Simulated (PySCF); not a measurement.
**C4H13BO: density, localisation and related maps**

```xyz
19

B    -2.0573    1.3577   -0.0293
O    -1.0078    0.2055    0.5380
C    -1.5929   -1.0817    0.4867
C     0.2465    0.2798   -0.1314
C     1.3565   -0.4836    0.5903
C     2.7186   -0.1289    0.0053
H    -2.2458    1.0993   -1.1777
H    -3.0173    1.2339    0.6552
H    -1.4834    2.3814    0.1432
H    -1.7275   -1.4143   -0.5477
H    -0.9772   -1.8004    1.0317
H    -2.5681   -1.0046    0.9614
H     0.1413   -0.0717   -1.1669
H     0.4926    1.3429   -0.1554
H     1.2045   -1.5616    0.5030
H     1.3308   -0.2203    1.6499
H     2.9195    0.9335    0.1159
H     2.7545   -0.3751   -1.0533
H     3.5028   -0.6826    0.5147
```

Geometry: GFN2-xTB.

Method: PySCF, PBE0/pcSseg-1, SCF density, gas phase, non-relativistic.

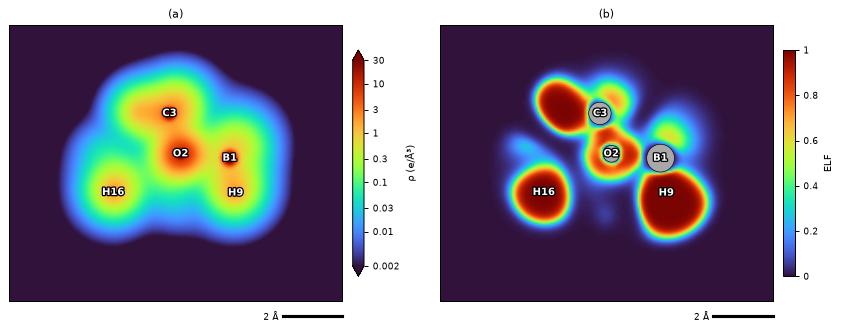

Figure 1. (a) total electron density; (b) ELF on the plane of atoms O2, B1 and H9. Grey discs cover the atomic cores in the ELF map.

> What do the fields say about this system?

- The plane passes through B, O, C and H nuclei.
- C–O (1.41 Å): ρ is about 2 e/Å³ halfway, with its minimum of 1.7 e/Å³ about 0.5 Å from C; the ELF peaks at about 0.90 between the atoms (a shared but strongly polarised pair).
- B–O (1.66 Å): ρ at the midpoint is about 0.97 e/Å³; the ELF peaks at about 0.90 between the atoms (a shared but strongly polarised pair).
- B–H (1.19 Å): ρ is about 1.2 e/Å³ halfway; the ELF climbs to about 1 towards the hydrogen, as it does in any bond to H: a covalent bond by its length.

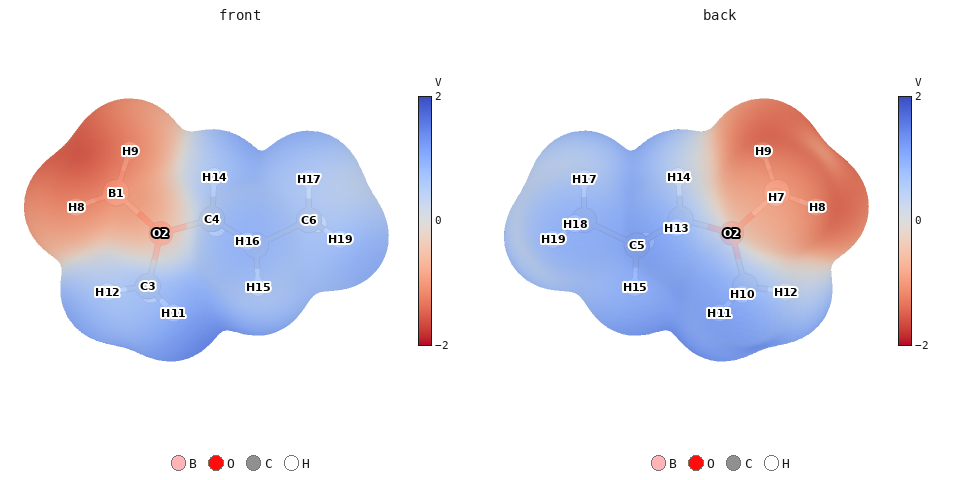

Figure 2. The electrostatic potential painted on the density surface at 0.002 e/bohr³, seen from the front and from behind; the colour scale runs from red (negative) to blue (positive).

> Where is the surface potential most negative and most positive?

The most negative region (about −1.6 V) lies over H8, the most positive (about +1.3 V) over C3 and H11.

> What dipole moment does the calculation give?

Its dipole moment is 5.12 D.
